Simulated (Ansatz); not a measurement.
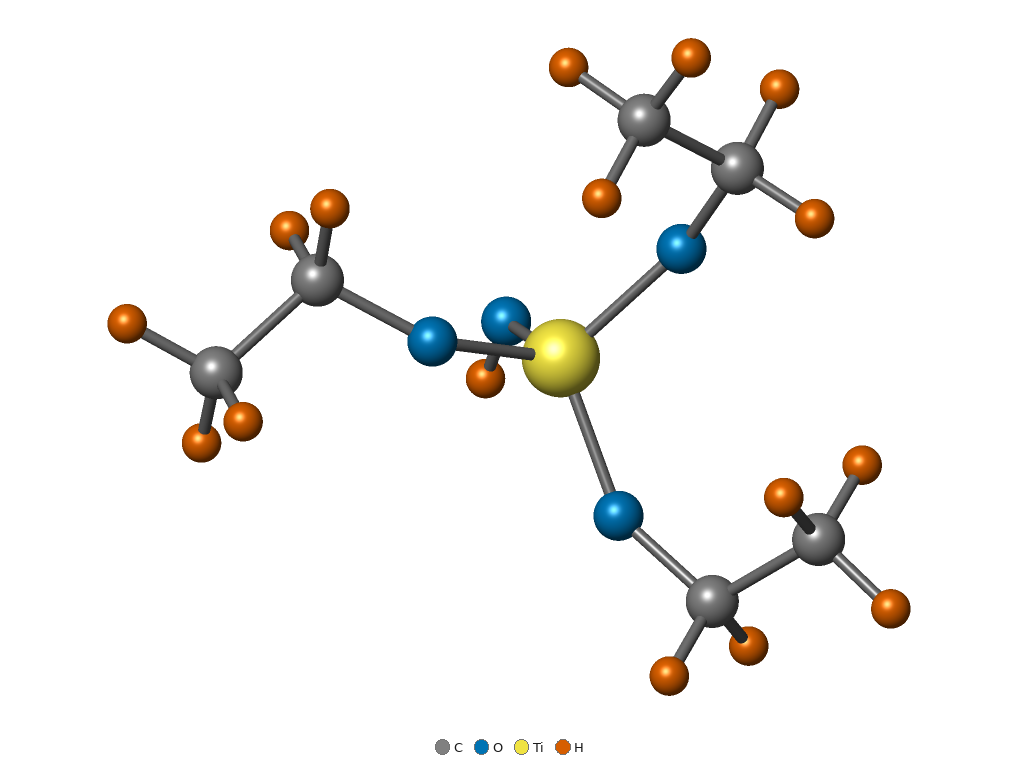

Simulated data, not a measurement (program: Ansatz).

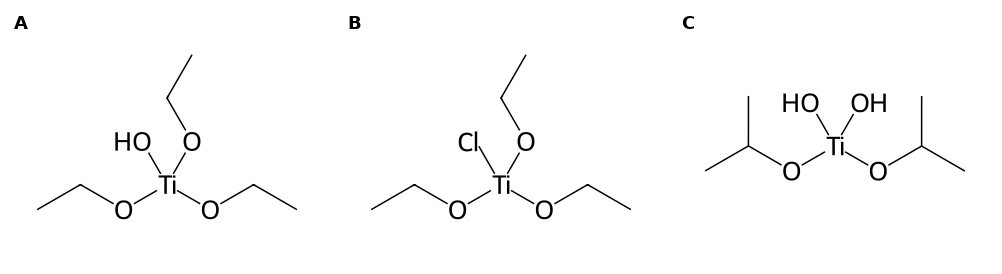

**Which structural formula matches the 3D model?**

A, `CC[O][Ti]([OH])([O]CC)[O]CC`.
